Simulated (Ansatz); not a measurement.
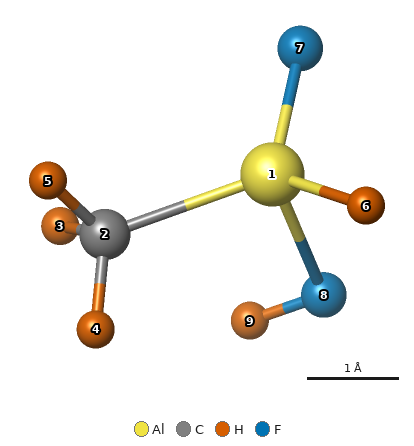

**Figure 1.** The structure as given in the input (ball-and-stick view, seen at a tilt; atoms are numbered from 1 in the order of the input). Sticks mark near contacts.

## CH$_{5}$AlF$_{2}$: nudged elastic band (part 1 of 2)

System: CH$_{5}$AlF$_{2}$.
Method: RKS r2SCAN/def2-SVP (Ansatz 0.2.0).

It belongs to a series of runs on one base structure; here: band between the two ends. Figures and captions count atoms from 1; the log counts them from 0 in places.

### Output
```
Engine: ansatz 0.2.0, x86_64-unknown-linux-gnu
Functional definition: r2SCAN
  parameter k0 = 0.174
  parameter k1 = 0.065
  parameter a1 = 4.9479
  exchange = r2scan_x(k0 = k0, k1 = k1, a1 = a1)
  correlation = r2scan_c
937 factors; their error is unknown
mean field evaluation 1: about -13132.4314 eV, gradient 6.3e1 eV
mean field evaluation 2: about -13123.3625 eV, gradient 9.0e1 eV
mean field evaluation 4: about -13140.6464 eV, gradient 4.5e0 eV
mean field evaluation 8: about -13140.6940 eV, gradient 8.0e-2 eV
mean field evaluation 16: about -13140.6473 eV, gradient 3.7e-5 eV
mean field -13140.64733809 eV, -482.9098826240 hartree, gradient 3.7e-5 eV, S^2 0.000000; 0 other end points of the search recorded, 0 dependent functions left out
the calculation of the forces begins
reference -13140.64734995 eV, -482.9098830600 hartree; 21, 21 occupied and 64, 64 virtual orbitals, 937 factors
937 factors; their error is unknown
mean field -13142.25199852 eV, -482.9688528074 hartree, gradient 2.0e-5 eV, S^2 0.000000; 0 other end points of the search recorded, 0 dependent functions left out
[... from here on the field's lines of each further geometry are left out, up to the last ...]
NEB iter   1: max|band force component| = 6.887e0 eV/Å  barrier→ = 1.2760 eV  barrier← = 2.8807 eV  Δτ_max = 0.2000 Å  (288 SCF iters)
NEB iter   2: max|band force component| = 2.312e0 eV/Å  barrier→ = 0.3733 eV  barrier← = 1.9780 eV  Δτ_max = 0.2000 Å  (279 SCF iters)
NEB iter   3: max|band force component| = 2.456e0 eV/Å  barrier→ = 0.1448 eV  barrier← = 1.7495 eV  Δτ_max = 0.1011 Å  (271 SCF iters)
NEB iter   4: max|band force component| = 1.322e0 eV/Å  barrier→ = 0.0786 eV  barrier← = 1.6833 eV  Δτ_max = 0.1196 Å  (254 SCF iters)
NEB iter   5: max|band force component| = 4.544e-1 eV/Å  barrier→ = 0.0908 eV  barrier← = 1.6955 eV  CI = image 4  Δτ_max = 0.0745 Å  (259 SCF iters)
NEB iter   6: max|band force component| = 2.707e-1 eV/Å  barrier→ = 0.0788 eV  barrier← = 1.6835 eV  CI = image 4  Δτ_max = 0.0418 Å  (259 SCF iters)
NEB iter   7: max|band force component| = 2.002e-1 eV/Å  barrier→ = 0.0792 eV  barrier← = 1.6839 eV  CI = image 4  Δτ_max = 0.0294 Å  (262 SCF iters)
NEB iter   8: max|band force component| = 5.649e-2 eV/Å  barrier→ = 0.0787 eV  barrier← = 1.6834 eV  CI = image 4  Δτ_max = 0.0419 Å  (267 SCF iters)
NEB iter   9: max|band force component| = 8.777e-2 eV/Å  barrier→ = 0.0778 eV  barrier← = 1.6825 eV  CI = image 4  Δτ_max = 0.0210 Å  (259 SCF iters)
NEB iter  10: max|band force component| = 4.533e-2 eV/Å  barrier→ = 0.0770 eV  barrier← = 1.6816 eV  CI = image 4  Δτ_max = 0.0209 Å  (264 SCF iters)
NEB iter  11: max|band force component| = 1.310e-1 eV/Å  barrier→ = 0.0760 eV  barrier← = 1.6807 eV  CI = image 4  Δτ_max = 0.0421 Å  (27 SCF iters)
NEB iter  12: max|band force component| = 1.570e-1 eV/Å  barrier→ = 0.0738 eV  barrier← = 1.6785 eV  CI = image 4  Δτ_max = 0.0420 Å  (253 SCF iters)
NEB iter  13: max|band force component| = 1.349e-1 eV/Å  barrier→ = 0.0714 eV  barrier← = 1.6760 eV  CI = image 4  Δτ_max = 0.0841 Å  (255 SCF iters)
NEB iter  14: max|band force component| = 1.802e-1 eV/Å  barrier→ = 0.0660 eV  barrier← = 1.6706 eV  CI = image 4  Δτ_max = 0.0842 Å  (256 SCF iters)
NEB iter  15: max|band force component| = 1.325e-1 eV/Å  barrier→ = 0.0604 eV  barrier← = 1.6651 eV  CI = image 4  Δτ_max = 0.0842 Å  (256 SCF iters)
NEB iter  16: max|band force component| = 2.586e-1 eV/Å  barrier→ = 0.0552 eV  barrier← = 1.6599 eV  CI = image 4  Δτ_max = 0.0419 Å  (256 SCF iters)
NEB iter  17: max|band force component| = 1.498e-1 eV/Å  barrier→ = 0.0529 eV  barrier← = 1.6575 eV  CI = image 4  Δτ_max = 0.0840 Å  (254 SCF iters)
NEB iter  18: max|band force component| = 1.574e-1 eV/Å  barrier→ = 0.0489 eV  barrier← = 1.6536 eV  CI = image 4  Δτ_max = 0.0839 Å  (255 SCF iters)
NEB iter  19: max|band force component| = 1.539e-1 eV/Å  barrier→ = 0.0459 eV  barrier← = 1.6506 eV  CI = image 4  Δτ_max = 0.0832 Å  (253 SCF iters)
NEB iter  20: max|band force component| = 1.097e-1 eV/Å  barrier→ = 0.0440 eV  barrier← = 1.6487 eV  CI = image 4  Δτ_max = 0.0837 Å  (251 SCF iters)
NEB iter  21: max|band force component| = 8.841e-2 eV/Å  barrier→ = 0.0428 eV  barrier← = 1.6475 eV  CI = image 4  Δτ_max = 0.0841 Å  (255 SCF iters)
NEB iter  22: max|band force component| = 8.188e-2 eV/Å  barrier→ = 0.0423 eV  barrier← = 1.6470 eV  CI = image 4  Δτ_max = 0.0842 Å  (249 SCF iters)
NEB iter  23: max|band force component| = 6.463e-2 eV/Å  barrier→ = 0.0420 eV  barrier← = 1.6467 eV  CI = image 4  Δτ_max = 0.0844 Å  (249 SCF iters)
NEB iter  24: max|band force component| = 5.512e-2 eV/Å  barrier→ = 0.0419 eV  barrier← = 1.6465 eV  CI = image 4  Δτ_max = 0.0845 Å  (248 SCF iters)
NEB iter  25: max|band force component| = 1.659e-1 eV/Å  barrier→ = 0.0418 eV  barrier← = 1.6464 eV  CI = image 4  Δτ_max = 0.0421 Å  (253 SCF iters)
NEB iter  26: max|band force component| = 1.884e-1 eV/Å  barrier→ = 0.0417 eV  barrier← = 1.6464 eV  CI = image 4  Δτ_max = 0.0210 Å  (254 SCF iters)
NEB iter  27: max|band force component| = 9.743e-2 eV/Å  barrier→ = 0.0417 eV  barrier← = 1.6464 eV  CI = image 4  Δτ_max = 0.0210 Å  (240 SCF iters)
NEB iter  28: max|band force component| = 5.400e-2 eV/Å  barrier→ = 0.0417 eV  barrier← = 1.6464 eV  CI = image 4  Δτ_max = 0.0210 Å  (237 SCF iters)
the calculation of the forces begins
reference -13142.26188048 eV, -482.9692159627 hartree; 21, 21 occupied and 64, 64 virtual orbitals, 937 factors
937 factors; their error is unknown
mean field -13140.60561336 eV, -482.9083492685 hartree, gradient 1.3e-5 eV, S^2 0.000000; 1 other end points of the search recorded, 0 dependent functions left out
the calculation of the forces begins
reference -13140.60562511 eV, -482.9083497004 hartree; 21, 21 occupied and 64, 64 virtual orbitals, 937 factors
NEB iter  29: max|band force component| = 1.774e-2 eV/Å  barrier→ = 0.0417 eV  barrier← = 1.6464 eV  CI = image 4  Δτ_max = 0.0000 Å  (476 SCF iters)
```

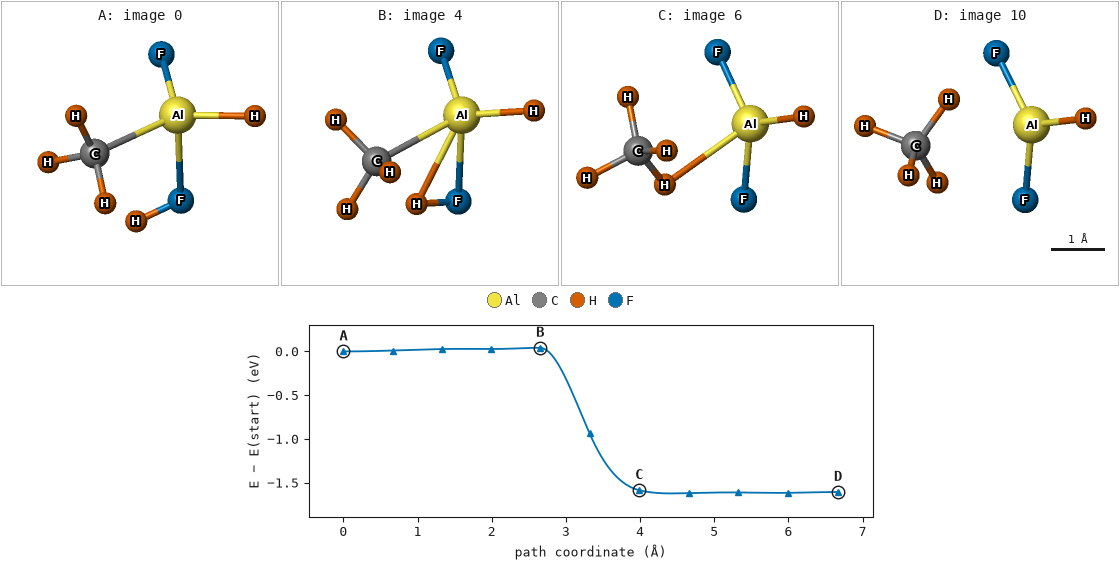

**Figure 2.** Images of the last band (counted from 0; ball-and-stick, seen at a tilt) above the energy along the path; the line is a cubic interpolation that uses the forces. The highest image is number 4, 0.042 eV above the start and 1.646 eV above the end (the climbing image); the end lies 1.605 eV below the start. The path is 6.67 Å long. The band converged in 29 iterations.

```
Total energy: -13140.60562511 eV, -482.9083497004 hartree
Atom 0 at    -0.101241    -0.167166     0.170642 Å, force    -0.000297     0.000317     0.000185 eV/Å
Atom 1 at    -0.043286    -0.004789     2.191275 Å, force     0.000553    -0.000421     0.000127 eV/Å
Atom 2 at    -0.968123     0.546890     2.436563 Å, force     0.000171     0.000125    -0.000311 eV/Å
Atom 3 at    -0.026106    -0.817617     2.949538 Å, force    -0.000250    -0.000181     0.000167 eV/Å
Atom 4 at     0.819505     0.631075     2.452701 Å, force    -0.000289    -0.000035    -0.000226 eV/Å
Atom 5 at     1.083357     0.388785    -0.704615 Å, force     0.000031    -0.000054    -0.000078 eV/Å
Atom 6 at    -1.649113    -0.137296    -0.460709 Å, force     0.000050    -0.000144    -0.000041 eV/Å
Atom 7 at     0.203442    -2.049659     0.612120 Å, force    -0.000031     0.000902     0.001027 eV/Å
Atom 8 at     0.138665    -1.549923     1.502686 Å, force     0.000063    -0.000508    -0.000851 eV/Å
Dipole moment:     0.252124    -0.066951     0.559091 e Å
this run last wrote the band of iteration 29 to [file]; this run last wrote the band within `neb.f_tol` of iteration 10 to [file]
```

### The last band as extended XYZ (Å, eV, eV/Å)
```
9
Properties=species:S:1:pos:R:3:forces:R:3 image=0 energy=-13140.64734
Al    0.0553   -0.0702    0.2757    0.0085  -0.0008   0.0000
C     0.0347    0.1884    2.2200   -0.0004   0.0240  -0.0193
H    -0.8920   -0.1564    2.7160   -0.0028  -0.0074   0.0030
H     0.8918   -0.2790    2.7369    0.0040  -0.0050   0.0102
H     0.0989    1.2662    2.4552    0.0009  -0.0047   0.0092
H     1.3673   -0.0099   -0.6078    0.0014  -0.0046  -0.0001
F    -1.3977    0.2064   -0.5189   -0.0128   0.0029  -0.0039
F    -0.2075   -2.1066    0.4925    0.0059   0.0021  -0.0077
H    -0.4937   -2.1985    1.3805   -0.0046  -0.0066   0.0087
9
Properties=species:S:1:pos:R:3:forces:R:3 image=1 energy=-13140.63706
Al    0.0035   -0.0621    0.2694    0.0017   0.0003   0.0004
C    -0.0073    0.1951    2.2169    0.0013   0.0009  -0.0004
H    -1.0217    0.1579    2.6522    0.0006  -0.0124   0.0027
H     0.6282   -0.5126    2.7832    0.0136   0.0063  -0.0017
H     0.3947    1.1922    2.4715   -0.0107   0.0076  -0.0007
H     1.2960    0.0892   -0.6318    0.0032  -0.0042   0.0014
F    -1.4752    0.1169   -0.5054    0.0029   0.0043  -0.0009
F    -0.0997   -2.1127    0.4886   -0.0045  -0.0001   0.0004
H    -0.2613   -2.2236    1.4058   -0.0081  -0.0027  -0.0012
9
Properties=species:S:1:pos:R:3:forces:R:3 image=2 energy=-13140.62000
Al   -0.0438   -0.0697    0.2576    0.0013   0.0002   0.0004
C    -0.0448    0.1851    2.2123    0.0012   0.0002  -0.0018
H    -1.0468    0.4601    2.5846   -0.0028  -0.0076   0.0023
H     0.2946   -0.6691    2.8333    0.0097   0.0022  -0.0003
H     0.6346    1.0092    2.4938   -0.0056   0.0072  -0.0010
H     1.2154    0.2046   -0.6606    0.0026  -0.0029   0.0010
F    -1.5459   -0.0063   -0.4882    0.0016   0.0036  -0.0005
F     0.0362   -2.1115    0.4909   -0.0040   0.0004   0.0021
H    -0.0423   -2.1621    1.4265   -0.0040  -0.0034  -0.0023
9
Properties=species:S:1:pos:R:3:forces:R:3 image=3 energy=-13140.61947
Al   -0.0885   -0.0754    0.2485   -0.0067   0.0083   0.0026
C    -0.0686    0.1701    2.2075    0.0056  -0.0037  -0.0015
H    -0.9667    0.7286    2.5256    0.0069   0.0068   0.0009
H    -0.0659   -0.7379    2.8469   -0.0151  -0.0021   0.0018
H     0.8072    0.7554    2.5375    0.0004  -0.0014  -0.0011
H     1.1101    0.3454   -0.6936    0.0000   0.0001  -0.0023
F    -1.6081   -0.1682   -0.4572    0.0002  -0.0052   0.0017
F     0.2107   -2.0878    0.4981    0.0073  -0.0018  -0.0104
H     0.1269   -2.0897    1.4368    0.0012  -0.0010   0.0083
9
Properties=species:S:1:pos:R:3:forces:R:3 image=4 energy=-13140.60561
Al   -0.1012   -0.1672    0.1706   -0.0003   0.0003   0.0002
C    -0.0433   -0.0048    2.1913    0.0006  -0.0004   0.0001
H    -0.9681    0.5469    2.4366    0.0002   0.0001  -0.0003
H    -0.0261   -0.8176    2.9495   -0.0003  -0.0002   0.0002
H     0.8195    0.6311    2.4527   -0.0003   0.0000  -0.0002
H     1.0834    0.3888   -0.7046    0.0000  -0.0001  -0.0001
F    -1.6491   -0.1373   -0.4607    0.0001  -0.0001   0.0000
F     0.2034   -2.0497    0.6121    0.0000   0.0009   0.0010
H     0.1387   -1.5499    1.5027    0.0001  -0.0005  -0.0009
9
Properties=species:S:1:pos:R:3:forces:R:3 image=5 energy=-13141.58405
Al   -0.0939   -0.3823    0.0231    0.0737  -0.7324  -0.5039
C    -0.0126   -0.1353    2.2797    0.0775  -0.4385   0.2967
H    -0.9579    0.4340    2.3299    0.0077  -0.3548  -0.4026
H    -0.0084   -0.7685    3.1701   -0.0166   0.1742   0.7520
H     0.8453    0.5506    2.3662    0.0603  -0.2847  -0.2602
H     1.0533    0.4341   -0.6686   -0.0055   0.1158   0.1635
F    -1.6811   -0.1044   -0.4001   -0.0355   0.1410   0.1398
F     0.2060   -2.0523    0.3795   -0.0071  -0.0182  -0.7700
H     0.1063   -1.1356    1.6704   -0.1545   1.3978   0.5846
```
